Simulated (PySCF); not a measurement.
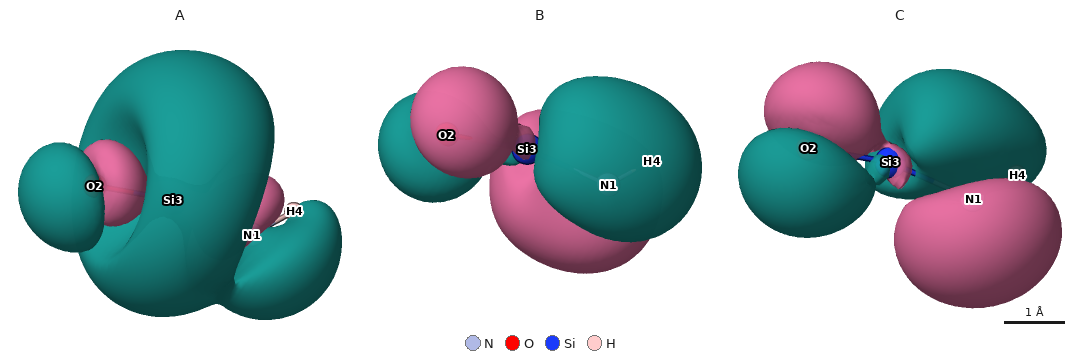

The picture shows: HNOSi (SMILES N=[Si]=O). Three frontier orbitals at ±0.06 Å⁻³ᐟ² (teal and pink are the two phases), in no order.

Geometry: B3LYP/6-31G*.

All numbers below come from Gaussian-basis quantum chemistry of an isolated molecule with PySCF, energy and nuclear gradient, functional PBE0 in PySCF.

Order the three orbitals by energy and name them.

Answer. C is the HOMO−1 (−9.02 eV). By Hirshfeld shares it lies mainly on N1 (about 55 %), O2 (about 25 %) and Si3 (about 20 %); it is symmetric in the molecular plane (an in-plane orbital: σ, lone-pair or in-plane π type). B is the HOMO (−8.57 eV). By Hirshfeld shares it lies mainly on N1 (about 60 %), Si3 (about 20 %) and O2 (about 15 %); it changes sign across the molecular plane (π type); π-bonding across N1–Si3; π-antibonding (a node) across O2–Si3. A is the LUMO (−3.07 eV). By Hirshfeld shares it lies mainly on Si3 (about 65 %), N1 (about 20 %) and O2 (about 15 %); it is symmetric in the molecular plane (an in-plane orbital: σ, lone-pair or in-plane π type).

What is the HOMO–LUMO gap?

Answer. 5.50 eV between the orbital energies.
